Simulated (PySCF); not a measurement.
Input

```
{"job": {"kind": "nmr", "xc": "PBE0", "basis": "pcSseg-1"}, "charge": 0, "multiplicity": 1}
Si     0.884552    -0.055536    -1.822378
O      0.644447    -0.050529    -0.213010
C     -0.613392     0.004309     0.444034
C     -0.389317     0.034991     1.934224
H     -1.162128     0.903312     0.111065
H     -1.215215    -0.875868     0.154886
H     -1.351834     0.084114     2.464596
H      0.145999    -0.867499     2.263930
H      0.211189     0.912374     2.215972
Cl     2.888296    -0.092385    -2.142951
Cl     0.063179     1.610891    -2.677612
Cl     0.009685    -1.690925    -2.681756
```

Launched as:

```sh
OMP_NUM_THREADS=1 python probes_run.py task.json out
```

Geometry: PBE0-D3(BJ)/def2-SVP.

All numbers below come from PySCF 2.14.0, PBE0/pcSseg-1, SCF density, gas phase, non-relativistic.

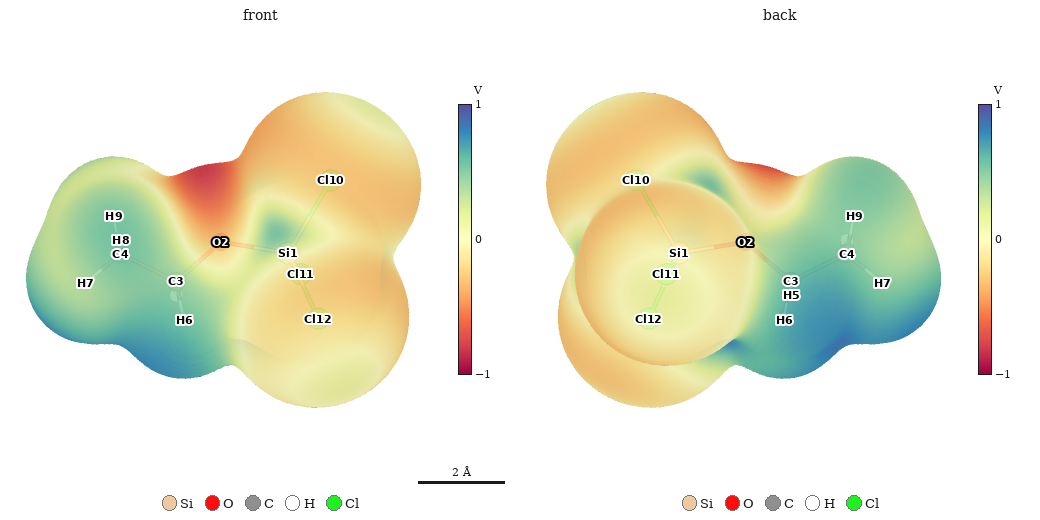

C2H5Cl3OSi (Si(OEt)Cl3). The electrostatic potential painted on the density surface at 0.001 e/bohr³, seen from the front and from behind; red is negative and blue positive.

Question: Which sites attract a positive test charge, and which a negative one?

Answer: A positive charge is drawn to the negative regions and a negative charge to the positive ones. The most negative region (about −0.8 V) lies over O2, the most positive (about +0.8 V) over the C, H and Si atoms.
